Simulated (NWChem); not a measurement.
# One shape, several levels: SiH2Se2 (SMILES [SiH2]1[Se][Se]1)

Wanted: a comparison of 4 runs (HF/6-31G, HF/def2-SVP, BP86/def2-SVPD, PBE0/def2-SVP) of SiH2Se2. 

Program for the calculation: NWChem 7.3.0.

1 further run of the same task is left out (it didn't finish).

## 1. The structure to begin with

The species is SiH2Se2 (5 atoms), meant as a singlet with charge 0. SMILES: `[SiH2]1[Se][Se]1`. The shape is that of a PBE0-D4/def2-TZVP optimisation.

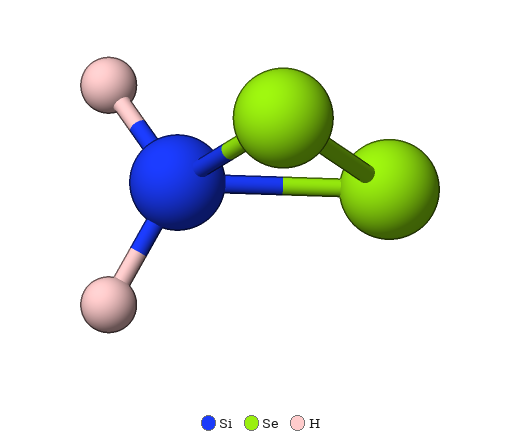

The structure, seen from a chosen angle (silicon blue, selenium green, hydrogen pink).

## 2. Energy and forces at HF/6-31G (run 1)

Contents of test.nw:

```
start test
title "H2Se2Si"
memory total 2200 mb
geometry units atomic noautosym nocenter noautoz
  Si    -0.53989475     0.39703146    -0.41498386
  Se     1.44866405    -0.30537974     3.25543119
  Se     2.39825142    -2.64656144    -0.56465017
  H     -3.21744770    -0.37548858    -0.60716900
  H      0.00472432     2.79112549    -1.74686283
end
basis spherical bse
  * library 6-31G
end
scf
  thresh 1e-08
  maxiter 80
  print low
end
task scf gradient
```

Launch:

```sh
$ nwchem test.nw > test.out
```

Standard output:

```text
[...]
  functions       =    71
[...]
  wavefunction    = RHF
[...]
         Total SCF energy =  -5088.990843673369
      One-electron energy =  -8107.339981586191
      Two-electron energy =   2508.360630474830
 Nuclear repulsion energy =    509.988507437993
        Time for solution =     41.1s
[...]
                         RHF ENERGY GRADIENTS
    atom               coordinates                        gradient
                 x          y          z           x          y          z
   1 Si     -0.539895   0.397031  -0.414984    0.035848  -0.027230   0.025588
   2 Se      1.448664  -0.305380   3.255431   -0.007977  -0.008464  -0.046068
   3 Se      2.398251  -2.646561  -0.564650   -0.025036   0.033569   0.022489
   4 H      -3.217448  -0.375489  -0.607169   -0.001315   0.001172  -0.001046
   5 H       0.004724   2.791125  -1.746863   -0.001520   0.000953  -0.000962
 Task  times  cpu:       56.7s     wall:       56.7s
 Total times  cpu:       56.8s     wall:       56.8s
```

Wall time 58 s (1 thread of AMD EPYC 7R43 (Zen 3), shared host); peak memory 0.094 GiB.

## 3. Energy and gradient at HF/def2-SVP (run 2)

Contents of run.py:

```python
from ase import Atoms
from ase.calculators.nwchem import NWChem

atoms = Atoms(['Si', 'Se', 'Se', 'H', 'H'], positions=[
    [-0.285700, 0.210100, -0.219600],
    [0.766600, -0.161600, 1.722700],
    [1.269100, -1.400500, -0.298800],
    [-1.702600, -0.198700, -0.321300],
    [0.002500, 1.477000, -0.924400],
])

calc = NWChem(
    label='mol',
    theory='scf',
    memory='2200 mb',
    basis='def2-SVP',
    basispar='spherical bse',
    scf={'nopen': '0', 'rhf': None, 'thresh': '1e-08', 'maxiter': '80'},
)
atoms.calc = calc

forces = atoms.get_forces()
e = atoms.get_potential_energy()
print(f"E = {e:.6f} eV")
print("forces (eV/A):")
for s, f in zip(atoms.symbols, forces):
    print(f"{s:2s} {f[0]:10.5f} {f[1]:10.5f} {f[2]:10.5f}")
print("dipole (e A):", atoms.get_dipole_moment().round(4))
```

Launch:

```sh
$ export ASE_NWCHEM_COMMAND="nwchem PREFIX.nwi > PREFIX.nwo"
$ python run.py
```

Standard output:

```text
E = -138482.367720 eV
forces (eV/A):
Si   -0.28529    0.21551   -0.20240
Se    0.02566    0.08577    0.31074
Se    0.14990   -0.21937   -0.18589
H     0.18497    0.08644   -0.00694
H    -0.07518   -0.16836    0.08449
dipole (e A): [-0.3391  0.2578 -0.2423]
```

The calculator wrote mol.nwi:

```
title "mol"

permanent_dir mol

scratch_dir mol

start mol

geometry units angstrom nocenter noautosym noautoz
  Si -2.8570000000000001e-01 2.1010000000000001e-01 -2.1959999999999999e-01
  Se 7.6659999999999995e-01 -1.6159999999999999e-01 1.7226999999999999e+00
  Se 1.2690999999999999e+00 -1.4005000000000001e+00 -2.9880000000000001e-01
  H  -1.7025999999999999e+00 -1.9869999999999999e-01 -3.2129999999999997e-01
  H  2.5000000000000001e-03 1.4770000000000001e+00 -9.2440000000000000e-01
end

memory 2200 mb

basis spherical bse noprint
   * library def2-SVP
end

scf
  nopen 0
  rhf
  thresh 1e-08
  maxiter 80
end

task scf gradient
```

mol.nwo:

```text
Northwest Computational Chemistry Package (NWChem) 7.3.0
             --------------------------------------------------------

           Job information
           ---------------

    nwchem branch   = 7.3.0
    use scalapack   = T
    input           = mol.nwi
    prefix          = mol.
    data base       = mol/mol.db
    status          = startup
    nproc           =        1

           Memory information
           ------------------

[... 5 lines left out ...]
    hardfail = no
[... 129 lines left out ...]
         Quadratically convergent ROHF
[... 15 lines left out ...]
       Final RHF  results
[... 4 lines left out ...]
      Two-electron energy =   2508.428508010378
[... 61 lines left out ...]
                       ROHF Final Molecular Orbital Analysis
[... 215 lines left out ...]
                 ----------------------------------------
                 |  Time  |  1-e(secs)   |  2-e(secs)   |
                 ----------------------------------------
                 |  CPU   |       0.01   |       7.95   |
                 ----------------------------------------
                 |  WALL  |       0.01   |       7.95   |
                 ----------------------------------------

 Task  times  cpu:       47.0s     wall:       47.0s
 Total times  cpu:       47.0s     wall:       47.0s
```

Wall time 49 s (1 thread of AMD EPYC 7R43 (Zen 3), shared host); peak memory 0.09 GiB.

Run 3 isn't shown in full; the table further down has it.

## 4. Energy and forces at PBE0/def2-SVP (run 4)

Contents of work.nw:

```
start work
memory total 2200 mb
geometry units angstroms noautosym nocenter noautoz
 Si    -0.285700     0.210100    -0.219600
 Se     0.766600    -0.161600     1.722700
 Se     1.269100    -1.400500    -0.298800
 H     -1.702600    -0.198700    -0.321300
 H      0.002500     1.477000    -0.924400
end
basis spherical bse
 * library def2-SVP
end
dft
 xc pbe0
 grid fine
 convergence energy 1e-08
 maxiter 100
 mulliken
 noprint "final vectors analysis"
end
task dft gradient
```

Launch:

```sh
$ nwchem work.nw > work.out
```

Standard output:

```text
[...]
          Wavefunction type:  closed shell.
          No. of atoms     :     5
          No. of electrons :    84
[...]
          Charge           :     0
          Spin multiplicity:     1
[...]
          AO basis - number of functions:    92
[...]
              XC Information
              --------------
                         PBE0 Method XC Functional
                     Hartree-Fock (Exact) Exchange  0.250
          PerdewBurkeErnzerhof Exchange Functional  0.750
            Perdew 1991 LDA Correlation Functional  1.000 local
           PerdewBurkeErnz. Correlation Functional  1.000 non-local
[...]
 d= 0,ls=0.0,diis     1  -5092.4282038838 -5.60D+03  9.83D-03  3.46D-01     4.2
[...]
 d= 0,ls=0.0,diis     8  -5092.4723717266 -3.26D-09  2.03D-06  3.77D-08    24.8
         Total DFT energy =    -5092.472371726553
      One electron energy =    -8106.997308366043
           Coulomb energy =     2699.906220557998
    Exchange-Corr. energy =     -195.369827917776
 Nuclear repulsion energy =      509.988543999269
[...]
  wavefunction    = closed shell
                         DFT ENERGY GRADIENTS
    atom               coordinates                        gradient
                 x          y          z           x          y          z
   1 Si     -0.539895   0.397031  -0.414984    0.001187  -0.000876   0.000821
   2 Se      1.448664  -0.305380   3.255431   -0.000797  -0.001077  -0.005245
   3 Se      2.398251  -2.646561  -0.564650   -0.002785   0.003803   0.002696
   4 H      -3.217447  -0.375489  -0.607169    0.002748   0.000608   0.000310
   5 H       0.004724   2.791125  -1.746863   -0.000354  -0.002458   0.001418
[...]
```

It took 35 s on 1 thread of AMD EPYC 7R43 (Zen 3), shared host; peak memory 0.12 GiB.

## 5. All runs side by side

| run | level | iteration cap | module | energy (Eh) | largest force (eV/Å) | wall time |
| --- | --- | --- | --- | --- | --- | --- |
| 1 | HF/6-31G | 80 | scf | -5088.990844 | 2.663 | 58 s |
| 2 | HF/def2-SVP | 80 | scf | -5089.133188 | 0.411 | 49 s |
| 3 | BP86/def2-SVPD | 100 | dft | -5093.744104 | 0.874 | 70 s |
| 4 | PBE0/def2-SVP | 100 | dft | -5092.472372 | 0.279 | 35 s |

## 6. Results

```
                       quantity           value
            run 4: total energy  -5092.47237 Eh
           run 4: dipole moment          1.85 D
run 4: largest force on an atom      0.279 eV/Å
```

**Reading.** Totals of different functionals can't be ranked against each other. All runs together took 3.5 min, the longest 70 s.
